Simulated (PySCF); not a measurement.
C$_{3}$H$_{9}$ClSi

```yaml
atoms:
  - { symbol: C, position_ang: [-0.5725, 1.0174, -0.9774] }
  - { symbol: C, position_ang: [-0.1834, 0.1989, 0.2398] }
  - { symbol: C, position_ang: [-1.0478, -1.0431, 0.3558] }
  - { symbol: Si, position_ang: [1.6969, -0.1759, 0.3326] }
  - { symbol: Cl, position_ang: [-0.5010, 1.2208, 1.7058] }
  - { symbol: H, position_ang: [-0.3734, 0.4402, -1.8789] }
  - { symbol: H, position_ang: [0.0002, 1.9405, -1.0252] }
  - { symbol: H, position_ang: [-1.6319, 1.2718, -0.9549] }
  - { symbol: H, position_ang: [-0.8600, -1.6941, -0.4966] }
  - { symbol: H, position_ang: [-0.8200, -1.5926, 1.2662] }
  - { symbol: H, position_ang: [-2.1062, -0.7834, 0.3675] }
  - { symbol: H, position_ang: [2.4076, 1.0979, 0.2888] }
  - { symbol: H, position_ang: [1.9470, -0.8932, 1.5787] }
  - { symbol: H, position_ang: [2.0438, -1.0057, -0.8244] }
```

Geometry: GFN2-xTB.

Level of theory: CAM-B3LYP/def2-SVPD, SCF density, gas phase in PySCF.

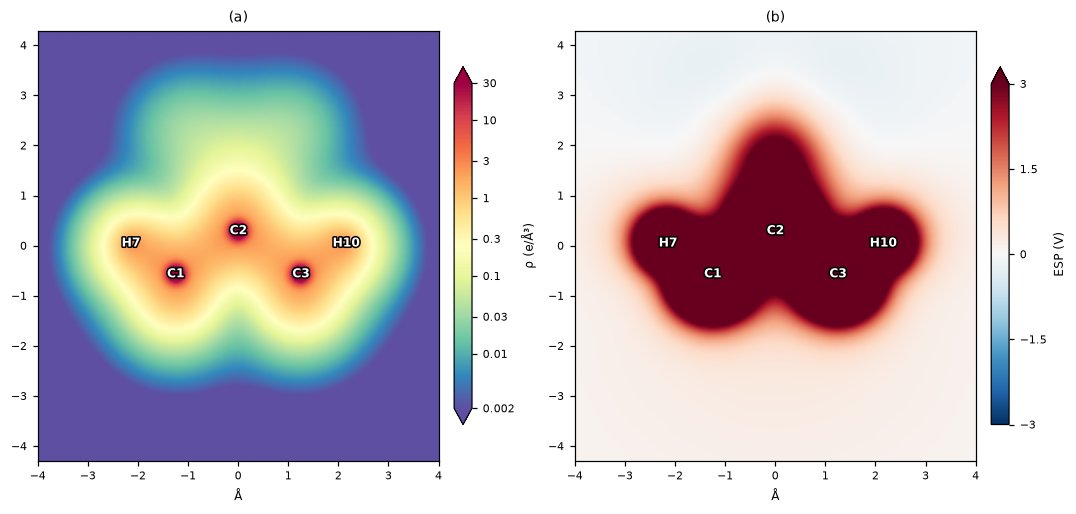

Figure 1. (a) total electron density; (b) molecular electrostatic potential on the plane of atoms C1, C2 and C3.

### Interpret the plot.

- The section cuts through C and H sites.
- C–C (1.52 Å): the density is about 1.7 e/Å³ at the midpoint.
- C–H (1.09 Å): ρ is about 2 e/Å³ halfway.
- The potential has no marked negative region in this plane.

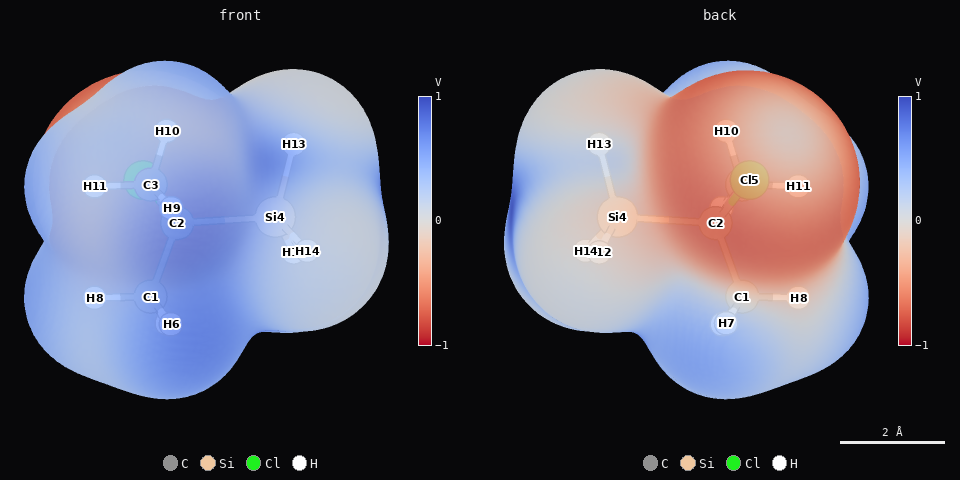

Figure 2. The electrostatic potential painted on the density surface at 0.001 e/bohr³, seen from the front and from behind; red is negative and blue positive.

### Which sites attract a positive test charge, and which a negative one?

A positive charge is drawn to the negative regions and a negative charge to the positive ones. The most negative region (about −0.7 V) lies over Cl5, the most positive (about +0.8 V) over Si4.

### How polar is the molecule by this calculation?

Its dipole moment is 2.05 D.
